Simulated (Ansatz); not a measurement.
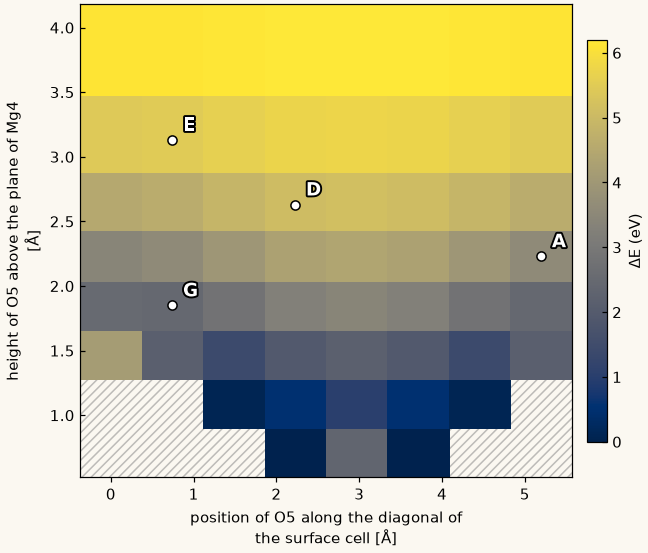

O on a Mg(100) slab cut from the P6_3/mmc phase, its upper half relaxed before the scan (4 atoms of substrate and one adsorbate in a 1 × 1 cell). 
- O is moved along a line over the surface and along the normal, above a rigid substrate.
- The first coordinate is: position of O5 along the diagonal of the surface cell, from above Mg4; the second: height of O5 above the plane of Mg4.
- Grid: 8 × 8 points; 35 points were computed and 21 follow by symmetry. At 8 points there is no value (left out of the scan, as a rule where atoms come close).
- Points are written as (first, second).
- Energies: eV, counted from the lowest grid point.
- The runs have no spin polarisation, so an open-shell adsorbate far from the surface lies too high.
- Computed with Ansatz, DFT LDA, scalar-relativistic, plane waves, PAW. Settings: cutoff 420 eV, k-mesh 8×5×1, gaussian smearing 0.1 eV, no spin polarisation.

The picture shows one coloured cell a grid point, hatched blanks where no value was computed, lettered points.

Is E the lowest point of the computed grid?

No. E lies 5.5 eV above the lowest grid point, which is at (2.23 Å, 0.71 Å) [nearest 1 Mg at 1.66 Å].

Rank the lettered points by energy, lowest first.

G (2.4 eV), A (3.6 eV), D (5.1 eV), E (5.5 eV).
